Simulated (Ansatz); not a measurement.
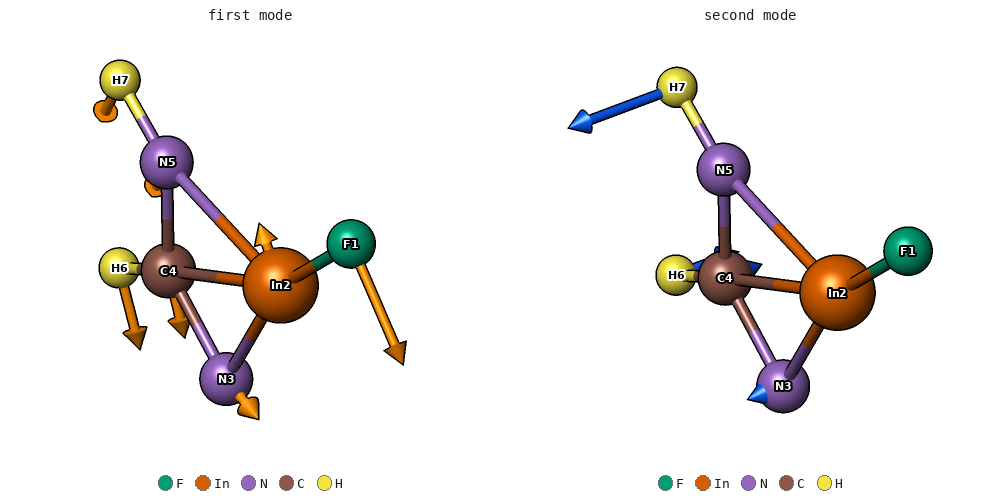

The system is CH₂FInN₂; the picture shows the reference structure; its two panels give the patterns of the first and the second mode as arrows. Coordinates scanned: (1) normal mode 2 (116 cm⁻¹); (2) normal mode 6 (559 cm⁻¹). Nothing is relaxed (straight displacements along the two mass-weighted modes). The grid has 9 × 9 points; 71 points were computed and 10 follow by symmetry. Points are written as (first, second). All energies are given in eV relative to the relaxed molecule at the same level. Method: RKS BHLYP-D4/def2-SVP in Ansatz.

Its coordinates:

```xyz
7

F    -0.7586   -3.1811    0.4993
In   -0.5035   -1.2695    0.6179
N    -0.4707    0.7550    1.2331
C     0.1183    1.0415    0.1227
N     0.4159    0.1094   -0.8019
H     0.3822    2.0915   -0.0634
H     0.8775    0.3854   -1.6533
```

Range: normal mode 2 (116 cm⁻¹) from −2.61 to 2.61 amu½·Å; normal mode 6 (559 cm⁻¹) from −0.613 to 0.613 amu½·Å.

Question: What will the energy surface look like?

Answer: The lowest grid point is at (0.00 amu½·Å, 0.000 amu½·Å), 0.000 eV from the relaxed molecule at the same level. It is the only kind of minimum in the scanned range. The highest grid point, (−2.61 amu½·Å, −0.613 amu½·Å), lies 0.652 eV above the lowest.

| normal mode 6 (559 cm⁻¹) ↓, normal mode 2 (116 cm⁻¹) → | −2.61 | −1.96 | −1.30 | −0.65 | 0.00 | 0.65 | 1.30 | 1.96 | 2.61 |
| --- | --- | --- | --- | --- | --- | --- | --- | --- | --- |
| 0.613 | 0.652 | 0.518 | 0.433 | 0.386 | 0.366 | 0.369 | 0.398 | 0.464 | 0.579 |
| 0.460 | 0.444 | 0.315 | 0.235 | 0.192 | 0.175 | 0.182 | 0.214 | 0.281 | 0.396 |
| 0.307 | 0.320 | 0.195 | 0.119 | 0.080 | 0.066 | 0.075 | 0.108 | 0.177 | 0.292 |
| 0.153 | 0.259 | 0.137 | 0.064 | 0.026 | 0.014 | 0.024 | 0.059 | 0.128 | 0.243 |
| 0.000 | 0.241 | 0.120 | 0.048 | 0.011 | 0.000 | 0.011 | 0.046 | 0.115 | 0.230 |
| −0.153 | 0.259 | 0.137 | 0.064 | 0.026 | 0.014 | 0.024 | 0.059 | 0.128 | 0.243 |
| −0.307 | 0.320 | 0.195 | 0.119 | 0.079 | 0.066 | 0.074 | 0.108 | 0.177 | 0.292 |
| −0.460 | 0.444 | 0.314 | 0.235 | 0.192 | 0.175 | 0.181 | 0.214 | 0.281 | 0.396 |
| −0.613 | 0.652 | 0.518 | 0.433 | 0.386 | 0.365 | 0.368 | 0.398 | 0.464 | 0.578 |

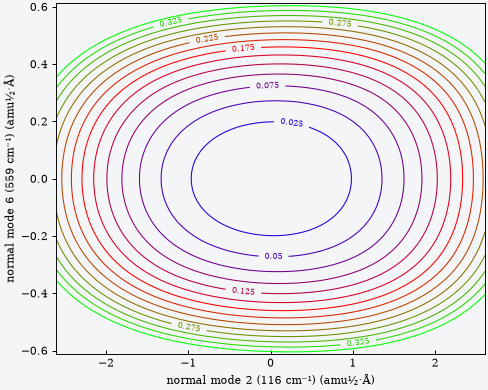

Drawn: contour lines labelled in eV (none above 0.35). Between grid points the surface is interpolated.

Time for the 71 points that were run: 9.9 min on 1 thread of Arm Neoverse V1 (shared host).
